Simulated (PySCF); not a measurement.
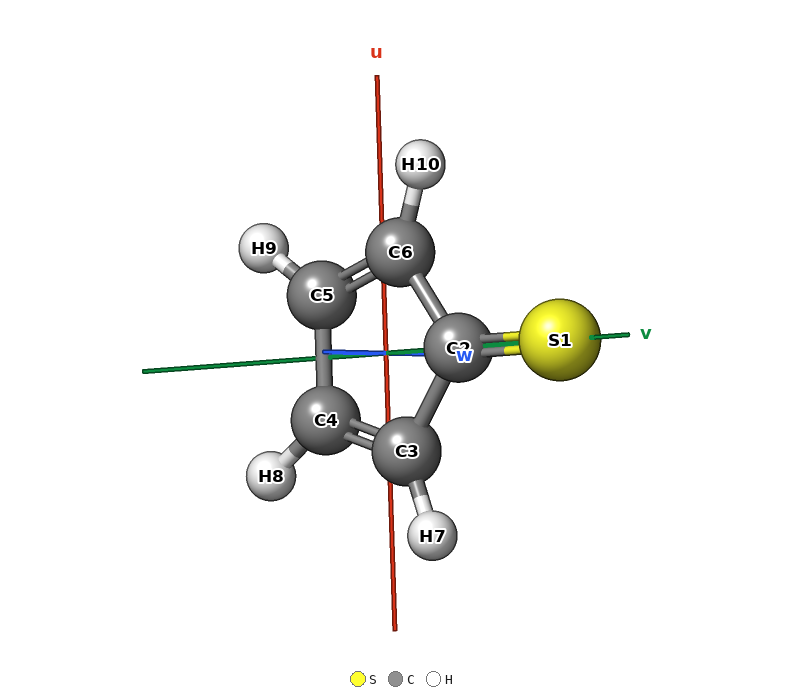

The lines u, v and w are the principal axes of the static dipole polarisability. The geometry was computed by an optimisation with PBE0-D3(BJ)/def2-SVP. No frequency run is at hand to confirm it as a minimum. Level of theory: B3LYP/def2-SVPD (PySCF 2.14.0).

Question: Along which axis is the molecule most polarisable, and along which least?

Answer: Most along v (in the molecular plane, nearly parallel to the S1–C2 bond), least along w (normal to the molecular plane).

Question: Give the three principal values.

Answer: u 73.5, v 122.0, w 48.4 bohr³; mean 81.3, anisotropy 64.8 bohr³.
